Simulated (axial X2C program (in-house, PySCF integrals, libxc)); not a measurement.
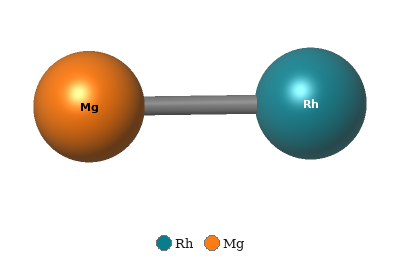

*The molecule at the reference distance of 2.353 Å.*

## Relativistic diatomic calculation, with input and output: RhMg

System: RhMg, single determinant with Ω = 1/2.
Method: B97-3, two-component X2C with atomic mean-field Coulomb and Gaunt terms, Rh dyall-v3z, Mg dyall-v3z (cores contracted) (axial X2C program (in-house, PySCF integrals, libxc)).

## The input
```
{"zs": [45, 12], "q": 0, "bas": ["dyall-v3z", "dyall-v3z"], "levels": ["PBE0", "HF", "PBEsol", "B97-3"], "cc": false, "r0": 2.64, "npts": 10, "nst": 2, "ntry": 6, "opt": {"pick": 2}}
```

The line is the task of a batch: nuclear charges, charge, bases, the levels to run, a first guess of the distance and further settings. This report covers B97-3 with spin-orbit coupling. The log is that of the reference distance 2.353 Å.

Launched within a batch (the task file carries these settings):
```bash
python <driver script> task.json out
```

## The program's output
```
two-component X2C + atomic mean field  B97-3
basis functions 206  fitting functions 979  grid points 5080
iter        total energy     max residual
   1      -4981.772815252     4.16e-02
   2      -4981.773398610     2.40e-03
   3      -4981.773199139     3.61e-03
   4      -4981.773461064     1.09e-03
   5      -4981.773506376     2.88e-04
   6      -4981.773513245     2.63e-04
   7      -4981.773517401     2.42e-04
   8      -4981.773529637     1.49e-04
   9      -4981.773535638     6.48e-05
  10      -4981.773536862     2.71e-05
  11      -4981.773537199     1.07e-05
  12      -4981.773537247     3.59e-06
  13      -4981.773537253     1.48e-06
  14      -4981.773537253     4.95e-07
converged
one-electron -7117.48079812  Coulomb 2172.93083900  exact exchange -41.35054971  xc functional -114.87172404  nuclear repulsion 121.44313383  atomic mean-field constant -2.44443821
```

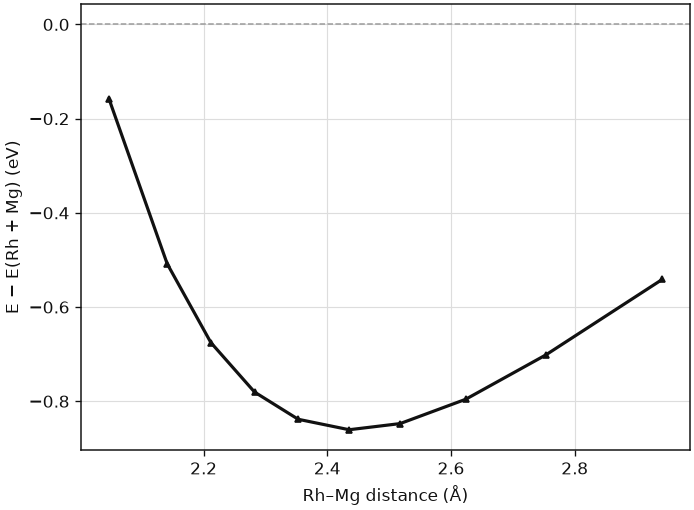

*Energy at 10 bond lengths, for one set of occupations held fixed; the line joins the points.*

A polynomial of degree 6 through 9 points gives rₑ = 2.442 Å, ωₑ = 265.3 cm⁻¹, ωₑxₑ = 1.8 cm⁻¹ and Bₑ = 0.1454 cm⁻¹. The minimum lies 0.86 eV below Rh + Mg, each computed as one determinant at the same level.

## Outcome

| quantity | value |
| --- | --- |
| outcome | converged |
| bond length rₑ | 2.442 Å |
| ωₑ | 265.3 cm⁻¹ |
| energy at the minimum | −4981.77436 hartree |
| depth below the fragments | 0.86 eV |
| hardware | 1 thread of Arm Neoverse N1, 98 GiB of memory available, shared host |
| wall time | 24 s |

## What is odd here

This input holds a deliberate oddity: excited determinant (pick = 2.0). The program ran to the end. Its numbers are those of the input as typed; this run alone doesn't show how far the oddity moves them.
